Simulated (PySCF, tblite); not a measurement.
# C₄H₁₁BO₂Si₂: geometry, infrared bands and NMR shifts

Aim: predict the infrared bands and NMR shifts of C₄H₁₁BO₂Si₂ (`[SiH3]CB1OCOC=C1[SiH3]`).

The runs use tblite 0.8.0 and PySCF 2.14.0, with density-fitted response routines of our own; the level of theory stands in each step. All values are computed, except where a source is named. Atoms count from 0, in the outputs and in this text.

### Step 1. Starting geometry

20 atoms, charge 0, multiplicity 1; geometry from: force field or distance geometry start.

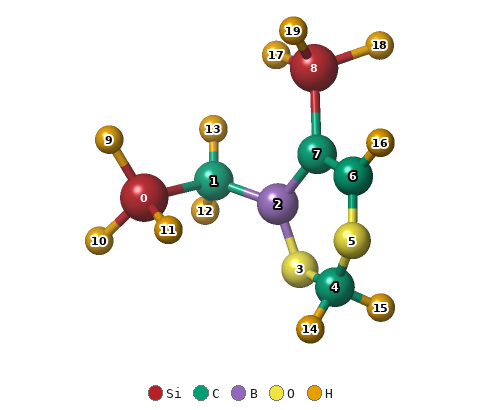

The starting geometry (silicon red, carbon teal, boron purple, oxygen yellow, hydrogen amber), atoms numbered; sticks join atoms by distance.

### Step 2. Relaxing the molecule with GFN2-xTB

What the job is given:

```
{"job": {"kind": "relax", "xc": "GFN2-xTB", "basis": "xTB"}, "charge": 0, "multiplicity": 1}
Si     2.655500    -0.448200     0.056000
C      1.167800    -0.689300    -1.106500
B      0.006300     0.310700    -0.697400
O     -0.044200     1.716700    -1.058100
C     -0.658700     2.552900    -0.170700
O     -1.300100     1.992600     0.930900
C     -1.704100     0.692400     1.074400
C     -1.096400    -0.209900     0.296100
Si    -1.549100    -2.006600     0.380600
H      3.006800    -1.691000     0.745900
H      3.832300    -0.038300    -0.701300
H      2.345800     0.637300     0.993300
H      1.531700    -0.388900    -2.078200
H      0.865300    -1.745900    -1.009300
H      0.083500     3.356500     0.096900
H     -1.455800     3.112900    -0.728500
H     -2.464100     0.355300     1.773400
H     -0.850100    -2.798300    -0.620200
H     -3.004600    -2.155600     0.080300
H     -1.372900    -2.544400     1.739500
```

Started as:

```sh
$ OMP_NUM_THREADS=1 python probes_run.py task.json out
```

The driver reads the jobs from task.json and runs them one after another.

What it wrote:

```text
step      E/eV     max force
  0    -734.28263    2.907
  1    -734.57306    1.324
  2    -734.73509    1.023
  3    -734.81200    0.838
  4    -734.91071    0.767
  5    -734.94103    0.390
  6    -734.96477    0.400
  7    -734.98475    0.362
  8    -735.00585    0.365
  9    -735.01980    0.291
 10    -735.03088    0.262
 11    -735.04186    0.314
 12    -735.05477    0.387
 13    -735.06855    0.389
 14    -735.08045    0.274
 15    -735.08939    0.183
 16    -735.09708    0.218
 17    -735.10415    0.184
 18    -735.10945    0.199
 19    -735.11311    0.140
 20    -735.11603    0.136
 21    -735.11887    0.136
 22    -735.12141    0.109
 23    -735.12325    0.098
 24    -735.12462    0.081
 25    -735.12606    0.099
 26    -735.12786    0.111
 27    -735.12978    0.099
 28    -735.13142    0.078
 29    -735.13275    0.095
 30    -735.13412    0.097
 31    -735.13574    0.102
 32    -735.13735    0.082
 33    -735.13864    0.078
 34    -735.13961    0.072
 35    -735.14047    0.072
 36    -735.14128    0.071
 37    -735.14204    0.061
 38    -735.14282    0.058
 39    -735.14377    0.068
 40    -735.14497    0.090
 41    -735.14627    0.078
 42    -735.14735    0.090
 43    -735.14817    0.066
 44    -735.14892    0.065
 45    -735.14982    0.086
 46    -735.15078    0.101
 47    -735.15149    0.078
 48    -735.15204    0.056
 49    -735.15248    0.048
 50    -735.15287    0.051
 51    -735.15321    0.052
 52    -735.15355    0.045
 53    -735.15392    0.051
 54    -735.15439    0.064
 55    -735.15491    0.065
 56    -735.15538    0.056
 57    -735.15578    0.041
 58    -735.15613    0.048
 59    -735.15648    0.049
 60    -735.15683    0.043
 61    -735.15722    0.043
 62    -735.15767    0.045
 63    -735.15813    0.054
 64    -735.15851    0.047
 65    -735.15879    0.041
 66    -735.15904    0.035
 67    -735.15935    0.054
 68    -735.15972    0.055
 69    -735.16008    0.037
 70    -735.16037    0.044
 71    -735.16066    0.047
 72    -735.16104    0.072
 73    -735.16165    0.076
 74    -735.16226    0.060
 75    -735.16278    0.061
 76    -735.16333    0.060
 77    -735.16406    0.079
 78    -735.16493    0.080
 79    -735.16575    0.054
 80    -735.16644    0.058
 81    -735.16721    0.063
 82    -735.16829    0.095
 83    -735.17026    0.116
 84    -735.17312    0.109
 85    -735.17588    0.127
 86    -735.17761    0.171
 87    -735.18131    0.123
 88    -735.18456    0.128
 89    -735.19001    0.192
 90    -735.19169    0.170
 91    -735.19385    0.089
 92    -735.19605    0.118
 93    -735.19762    0.130
 94    -735.19987    0.117
 95    -735.20119    0.081
 96    -735.20237    0.069
 97    -735.20345    0.083
 98    -735.20463    0.102
 99    -735.20578    0.087
100    -735.20655    0.053
101    -735.20716    0.054
102    -735.20754    0.055
103    -735.20797    0.053
104    -735.20832    0.050
105    -735.20870    0.046
106    -735.20906    0.048
107    -735.20941    0.046
108    -735.20972    0.036
109    -735.20997    0.041
110    -735.21014    0.028
111    -735.21025    0.023
112    -735.21036    0.026
113    -735.21051    0.038
114    -735.21073    0.049
115    -735.21097    0.042
116    -735.21117    0.028
117    -735.21132    0.033
118    -735.21146    0.031
119    -735.21167    0.033
120    -735.21199    0.040
121    -735.21240    0.049
122    -735.21283    0.050
123    -735.21325    0.050
124    -735.21366    0.051
125    -735.21406    0.053
126    -735.21447    0.046
127    -735.21488    0.050
128    -735.21525    0.040
129    -735.21556    0.046
130    -735.21593    0.052
131    -735.21662    0.063
132    -735.21760    0.092
133    -735.21893    0.093
134    -735.22037    0.072
135    -735.22148    0.048
136    -735.22208    0.043
137    -735.22242    0.036
138    -735.22269    0.039
139    -735.22289    0.034
140    -735.22290    0.062
141    -735.22327    0.038
142    -735.22350    0.033
143    -735.22387    0.035
144    -735.22407    0.026
145    -735.22428    0.039
146    -735.22442    0.040
147    -735.22460    0.034
148    -735.22477    0.036
149    -735.22502    0.037
150    -735.22536    0.036
151    -735.22563    0.029
152    -735.22578    0.027
153    -735.22592    0.028
154    -735.22609    0.025
155    -735.22629    0.028
156    -735.22650    0.027
157    -735.22667    0.026
158    -735.22690    0.031
159    -735.22720    0.038
160    -735.22763    0.057
161    -735.22812    0.056
162    -735.22878    0.065
163    -735.22944    0.056
164    -735.23039    0.049
165    -735.23087    0.046
166    -735.23176    0.054
167    -735.23250    0.062
168    -735.23344    0.066
169    -735.23421    0.062
170    -735.23366    0.134
171    -735.23535    0.044
172    -735.23573    0.037
173    -735.23647    0.054
174    -735.23677    0.057
175    -735.23716    0.039
176    -735.23747    0.039
177    -735.23782    0.049
178    -735.23819    0.057
179    -735.23857    0.057
180    -735.23891    0.055
181    -735.23930    0.048
182    -735.23971    0.047
183    -735.24008    0.041
184    -735.24035    0.045
185    -735.24062    0.045
186    -735.24087    0.036
187    -735.24121    0.023
188    -735.24132    0.022
189    -735.24156    0.026
190    -735.24170    0.021
191    -735.24183    0.021
192    -735.24192    0.024
193    -735.24201    0.015
194    -735.24207    0.017
195    -735.24212    0.013
196    -735.24216    0.012
197    -735.24220    0.013
198    -735.24225    0.016
199    -735.24230    0.019
200    -735.24236    0.018
201    -735.24241    0.019
202    -735.24247    0.022
203    -735.24254    0.024
204    -735.24259    0.022
205    -735.24264    0.016
206    -735.24267    0.015
207    -735.24270    0.013
208    -735.24272    0.008
```

Wall time 3.2 s (1 thread of Arm Neoverse N1, shared host).

The steps of the relaxation: (not every step is listed)

```
step  energy from step 0 (eV)  largest force (eV/Å)
   0                   0.0000                2.9074
   1                  -0.2904                1.3240
   2                  -0.4525                1.0226
   3                  -0.5294                0.8380
   4                  -0.6281                0.7668
   5                  -0.6584                0.3904
   6                  -0.6821                0.3996
   7                  -0.7021                0.3624
   8                  -0.7232                0.3647
  27                  -0.8471                0.0992
  46                  -0.8682                0.1012
  65                  -0.8762                0.0412
  84                  -0.8905                0.1087
 103                  -0.9253                0.0531
 122                  -0.9302                0.0500
 141                  -0.9406                0.0381
 160                  -0.9450                0.0571
 179                  -0.9559                0.0571
 198                  -0.9596                0.0164
 203                  -0.9599                0.0244
 204                  -0.9600                0.0222
 205                  -0.9600                0.0162
 206                  -0.9600                0.0154
 207                  -0.9601                0.0128
 208                  -0.9601                0.0081
```

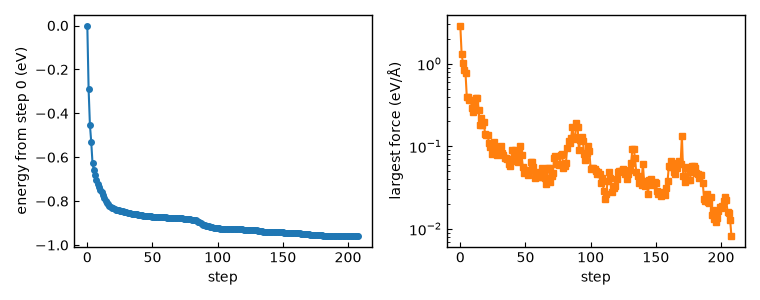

Energy and force, step by step.

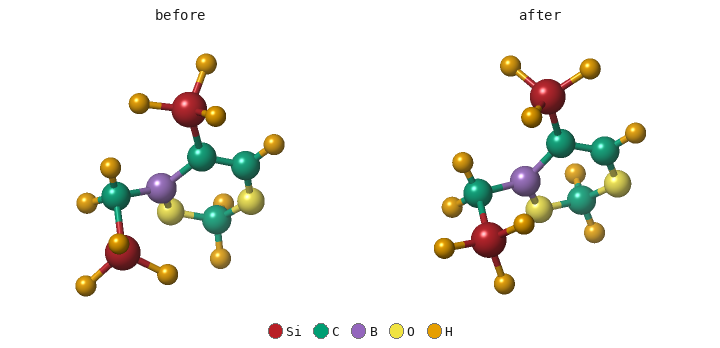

The geometry before (left) and after (right).

Close pairs (by a distance rule), those that changed most:

```
   bond  before (Å)  after (Å)  change (Å)
  B2–O3       1.452      1.361      -0.091
 C4–H14       1.126      1.097      -0.030
Si8–H18       1.494      1.466      -0.027
  O3–C4       1.365      1.389      +0.024
  C1–B2       1.586      1.566      -0.021
 C7–Si8       1.855      1.872      +0.017
 C1–H13       1.103      1.089      -0.014
 C4–H15       1.123      1.109      -0.014
```

The next job starts from the end point, and lists it.

### Step 3. Infrared spectrum with GFN2-xTB

What the job is given:

```
{"job": {"kind": "ir", "xc": "GFN2-xTB", "basis": "xTB"}, "charge": 0, "multiplicity": 1}
Si     2.658542    -0.542008     0.238891
C      1.332767    -0.428768    -1.123430
B      0.110580     0.402622    -0.606878
O      0.179067     1.759699    -0.691271
C     -0.879050     2.519812    -0.209285
O     -1.501875     2.018491     0.942024
C     -1.723054     0.672165     0.957353
C     -1.089375    -0.215377     0.181534
Si    -1.504729    -2.037871     0.282416
H      2.100916    -1.139058     1.457293
H      3.749886    -1.393257    -0.250886
H      3.190948     0.785091     0.555129
H      1.795049     0.040688    -1.990687
H      1.042049    -1.438897    -1.407998
H     -0.503474     3.515490     0.055399
H     -1.638570     2.615698    -1.011697
H     -2.459674     0.430938     1.715179
H     -1.805528    -2.536109    -1.065274
H     -2.681130    -2.217341     1.139182
H     -0.378493    -2.801329     0.829970
```

What it wrote:

```text
mode    cm-1     km/mol
  1      47.3      0.02
  2      58.8      0.26
  3      88.0      0.20
  4      93.6      0.17
  5     106.2      1.18
  6     165.5      0.24
  7     196.4      1.48
  8     220.2      0.21
  9     289.4      3.15
 10     321.2      4.47
 11     370.7      7.96
 12     470.2     16.72
 13     503.8     32.06
 14     528.6      5.85
 15     537.0     52.88
 16     548.9     44.58
 17     579.6     29.58
 18     624.4     65.69
 19     707.7     29.66
 20     750.2      5.45
 21     766.2     20.70
 22     775.4     64.65
 23     783.7    399.85
 24     787.4    232.16
 25     792.6    117.98
 26     794.3    306.76
 27     803.2    572.47
 28     851.7     13.73
 29     937.4     16.30
 30     968.4     63.48
 31    1024.3     52.49
 32    1046.2     31.59
 33    1080.5     25.31
 34    1113.3    126.74
 35    1122.5     78.19
 36    1186.8    266.48
 37    1224.8    313.34
 38    1249.8    108.22
 39    1295.6     59.74
 40    1363.5     27.10
 41    1454.6      1.43
 42    1467.6      1.04
 43    1607.3    387.54
 44    2221.7    326.04
 45    2227.3    453.57
 46    2230.7    403.79
 47    2237.4     78.25
 48    2240.7    349.48
 49    2260.3    237.53
 50    2778.3     96.55
 51    2941.1     33.41
 52    2993.8     49.14
 53    2998.4     22.06
 54    3017.8     42.32
```

It took 1.6 s on 1 thread of Arm Neoverse N1, shared host.

Which atoms move in the most intense modes:

```
cm⁻¹  km/mol                                  atoms
 784   399.9  H10 20 %, H19 18 %, H11 14 %, H9 14 %
 803   572.5  H10 23 %, H9 21 %, H19 13 %, H18 12 %
1225   313.3   B2 30 %, H16 15 %, O5 15 %, H14 13 %
1607   387.5                       C6 50 %, C7 45 %
2222   326.0  H17 58 %, H19 15 %, H10 13 %, H9 10 %
2227   453.6                     H10 79 %, H17 15 %
2231   403.8  H19 33 %, H9 22 %, H18 21 %, H17 16 %
2241   349.5                      H9 50 %, H19 43 %
```

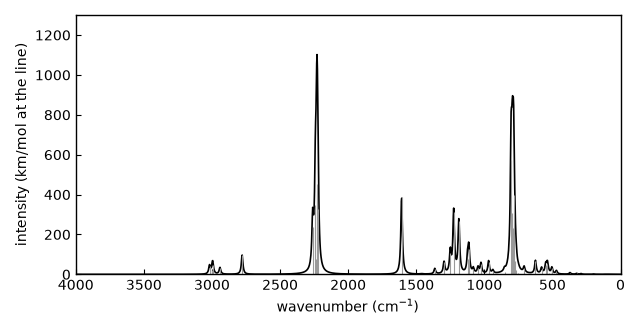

The infrared spectrum from these modes, unscaled. Lines are broadened to a width of 14 cm⁻¹ (Lorentzian).

### Step 4. Shielding tensors: PBE0/pcSseg-1

Same as in step 3 but for these lines:

```diff
@@ -1,2 +1,2 @@
-{"job": {"kind": "ir", "xc": "GFN2-xTB", "basis": "xTB"}, "charge": 0, "multiplicity": 1}
+{"job": {"kind": "nmr", "xc": "PBE0", "basis": "pcSseg-1"}, "charge": 0, "multiplicity": 1}
 Si     2.658542    -0.542008     0.238891
```

Method: GIAO PBE0/pcSseg-1 NMR shielding, non-relativistic, gas phase.

What it wrote:

```text
coarse grid: 17672 points
cycle   1  E = -912.4803698807  dE =  1.145e+00  |g| = 7.966e-01  |ddm| = 4.038e+00
cycle   2  E = -912.3663744168  dE =  1.140e-01  |g| = 1.100e+00  |ddm| = 1.371e+00
cycle   3  E = -912.6022967982  dE = -2.359e-01  |g| = 1.270e-01  |ddm| = 8.937e-01
cycle   4  E = -912.6050522541  dE = -2.755e-03  |g| = 6.189e-02  |ddm| = 1.448e-01
cycle   5  E = -912.6057731681  dE = -7.209e-04  |g| = 1.675e-02  |ddm| = 5.152e-02
cycle   6  E = -912.6058202541  dE = -4.709e-05  |g| = 6.100e-03  |ddm| = 1.657e-02
cycle   7  E = -912.6058288319  dE = -8.578e-06  |g| = 1.186e-03  |ddm| = 6.187e-03
final grid: 161400 points
cycle   8  E = -912.6759289161  dE = -2.203e-05  |g| = 1.400e-02  |ddm| = 2.830e-02
cycle   9  E = -912.6758707271  dE =  5.819e-05  |g| = 2.237e-02  |ddm| = 2.339e-02
cycle  10  E = -912.6759645581  dE = -9.383e-05  |g| = 2.139e-03  |ddm| = 1.592e-02
cycle  11  E = -912.6759656712  dE = -1.113e-06  |g| = 3.788e-04  |ddm| = 2.075e-03
cycle  12  E = -912.6759656963  dE = -2.505e-08  |g| = 1.650e-04  |ddm| = 4.271e-04
cycle  13  E = -912.6759657021  dE = -5.844e-09  |g| = 2.993e-05  |ddm| = 1.539e-04
cycle  14  E = -912.6759657022  dE = -1.132e-10  |g| = 1.505e-05  |ddm| = 2.949e-05
converged SCF energy = -912.6759657022

GIAO shielding tensors (ppm)
atom      isotropic    diamagn.    paramagn.     s11        s22        s33       span
  0 Si     422.727     880.338    -457.611    393.525    407.423    467.232     73.707
  1 C      183.431     260.440     -77.009    171.164    179.956    199.175     28.011
  2 B       59.440     193.270    -133.830     12.177     58.531    107.613     95.436
  3 O      159.903     396.391    -236.487      8.368    182.797    288.545    280.176
  4 C       96.763     239.958    -143.194     79.993     98.346    111.951     31.958
  5 O      154.721     396.749    -242.028     14.675    176.456    273.032    258.357
  6 C       14.335     251.498    -237.163   -102.351     49.031     96.324    198.675
  7 C       81.628     269.773    -188.146    -22.867     79.510    188.240    211.106
  8 Si     423.830     881.795    -457.965    390.521    414.715    466.253     75.732
  9 H       27.831      30.309      -2.478     24.162     27.419     31.912      7.750
 10 H       27.582      28.494      -0.912     24.214     24.993     33.538      9.324
 11 H       27.819      29.549      -1.730     24.150     26.336     32.970      8.820
 12 H       31.127      31.892      -0.765     27.241     28.239     37.901     10.659
 13 H       31.197      34.137      -2.940     26.850     29.750     36.991     10.140
 14 H       25.897      27.470      -1.574     21.307     25.829     30.555      9.248
 15 H       26.047      28.281      -2.234     21.193     25.740     31.207     10.014
 16 H       24.489      31.157      -6.668     20.739     24.674     28.054      7.316
 17 H       27.431      29.675      -2.243     24.315     25.634     32.344      8.029
 18 H       27.713      29.598      -1.886     24.573     26.056     32.509      7.935
 19 H       27.348      30.460      -3.112     23.661     26.896     31.489      7.828
```

Run time: 81 s. Hardware: 1 thread of Arm Neoverse N1, shared host; peak memory 0.93 GiB.

The references, computed at this level on geometries of the same kind, shield at (ppm): 1H TMS 31.72, 13C TMS 186.9, 29Si TMS 349.2, 17O H2O 336.1, 11B BF3·OEt2 100.1. Their shielding less the atom's gives the shift. The references are single molecules in the gas phase, so shifts against H2O, NH3, PH3, H3PO4 or CFCl3 are not on the usual liquid scales and can be off by tens of ppm. Atoms listed in one row are averaged.

```
        atoms                                    environment  σ (ppm)  δ (ppm)  δ scaled to CDCl3
           C6                   alkene carbon bearing oxygen     14.3    172.6              166.5
           C7  β carbon of an enol-ether or enamine type C=C     81.6    105.3              100.9
           C4                 sp3 carbon bearing two oxygens     96.8     90.2               86.1
           C1                     sp3 CH2 bonded to B and Si    183.4      3.5                1.5
          H16    hydrogen on an alkene carbon bearing oxygen    24.49     7.23               6.92
     H14, H15  hydrogen on an sp3 carbon bearing two oxygens    25.97     5.75               5.52
H17, H18, H19              hydrogen on a silicon bonded to C    27.50     4.22                  –
 H9, H10, H11              hydrogen on a silicon bonded to C    27.74     3.97                  –
     H12, H13      hydrogen on an sp3 CH2 bonded to B and Si    31.16     0.56               0.63
          Si0                       silicon bonded to C, 3 H    422.7    -73.6                  –
          Si8                       silicon bonded to C, 3 H    423.8    -74.7                  –
           B2   boron bonded to 2 C, O, in a 6-membered ring     59.4     40.6                  –
           O5                                   ether oxygen    154.7    181.4                  –
           O3    oxygen bonded to C, B, in a 6-membered ring    159.9    176.2                  –
```

The scaled column applies a straight-line fit of computed shieldings to shifts measured in CDCl3 (root-mean-square error 0.16 ppm for H, 1.9 ppm for C).

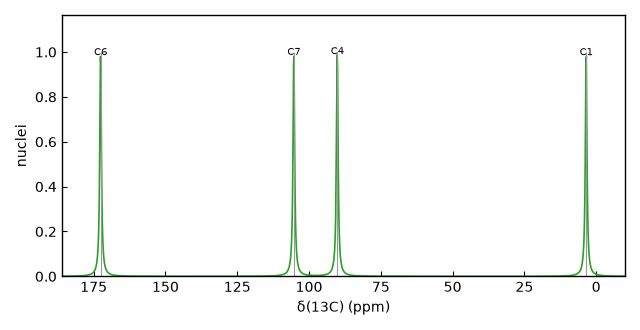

13C lines at the computed shifts, without couplings. Lines are broadened to a width of 0.68 ppm (Lorentzian).

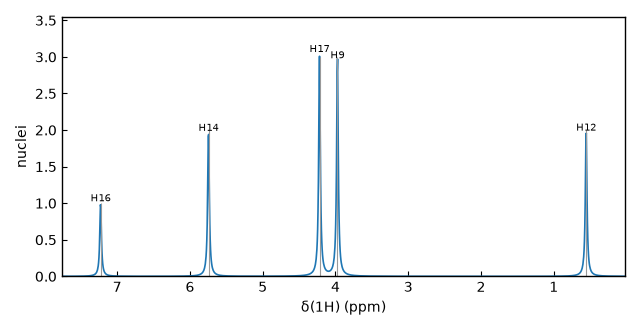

1H lines at the computed shifts, without couplings. Lines are broadened to a width of 0.03 ppm (Lorentzian).

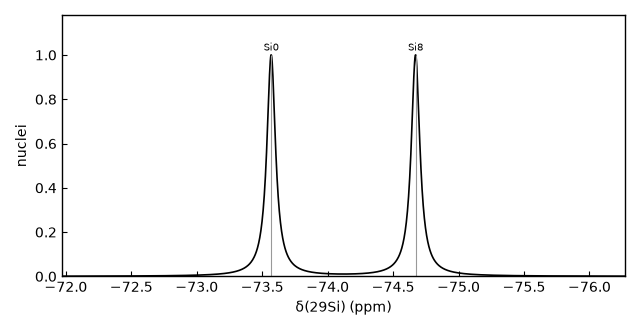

29Si lines at the computed shifts, without couplings. Lines are broadened to a width of 0.08 ppm (Lorentzian).

Charges from the same density, by scheme (e):

```
atoms  Mulliken    IAO  Hirshfeld  ESP fit
  Si0      0.47   0.62       0.32     0.52
   C1     -0.76  -0.68      -0.23    -0.62
   B2      0.69   0.36       0.18     0.71
   O3     -0.48  -0.38      -0.17    -0.51
   C4      0.32   0.14       0.09     0.35
   O5     -0.46  -0.33      -0.11    -0.41
   C6      0.23   0.12       0.06     0.32
   C7     -0.74  -0.51      -0.21    -0.57
  Si8      0.54   0.61       0.30     0.30
```

Mulliken charges:

Si0 0.47; C1 -0.76; B2 0.69; O3 -0.48; C4 0.32; O5 -0.46; C6 0.23; C7 -0.74; Si8 0.54; H9 -0.08; H10 -0.09; H11 -0.07; H12 0.17; H13 0.17; H14 0.13; H15 0.10; H16 0.11; H17 -0.08; H18 -0.10; H19 -0.08

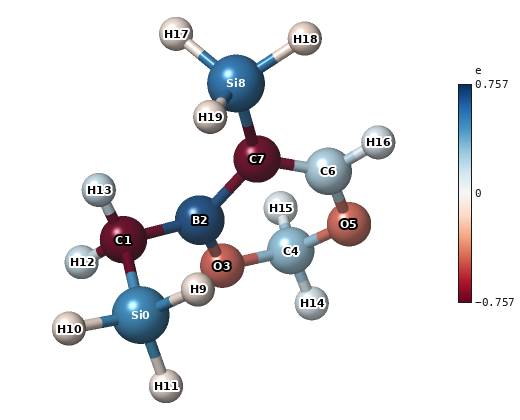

Mulliken charges, as colours on the atoms.

Mayer bond orders: Si0–C1 0.90, C1–B2 1.03, B2–O3 1.15, O3–C4 0.93, C4–O5 0.92, O5–C6 1.05, C6–C7 1.78, C7–Si8 0.88, C7–B2 0.90.

Ring of atoms B2, O3, C4, O5, C6, C7: NICS(0) 0.1, NICS(1) -1.5, NICS(1)zz 1.2 ppm (means of both faces).

### Step 5. What came out

| quantity | value |
| --- | --- |
| strongest single infrared mode (GFN2-xTB) | 803 cm⁻¹, 572 km/mol |
| zero-point energy (GFN2-xTB) | 85.6 kcal/mol |
| 13C shifts against TMS (PBE0/pcSseg-1) | 172.6, 105.3, 90.2, 3.5 ppm |
| 1H shifts against TMS (PBE0/pcSseg-1, means over atoms taken as alike) | 7.23, 5.75, 4.22, 3.97, 0.56 ppm |
| 29Si shifts against TMS (PBE0/pcSseg-1) | -73.6, -74.7 ppm |
| 11B shifts against BF3·OEt2 (PBE0/pcSseg-1) | 40.6 ppm |
| 17O shifts against H2O (PBE0/pcSseg-1) | 181.4, 176.2 ppm |

In words: Over 208 steps the energy fell by 0.960 eV; of the close pairs, B2–O3 changed most, 1.452 to 1.361 Å. No mode is imaginary among the 54: a minimum at this level. The strongest single mode, at 803 cm⁻¹, is spread over many atoms; the largest shares are those of H10, H9. Unscaled tight-binding wavenumbers are off by several per cent, some by more. Its intensities can rank the bands wrongly. The most deshielded carbon is C6 (alkene carbon bearing oxygen), at 172.6 ppm: an sp2 carbon further deshielded by the attached heteroatom. The most deshielded hydrogen is H16 (hydrogen on an alkene carbon bearing oxygen), at 7.23 ppm: olefinic region. At PBE0/pcSseg-1: The widest tensor belongs to O3: span 280 ppm, with a paramagnetic part of -236 ppm.
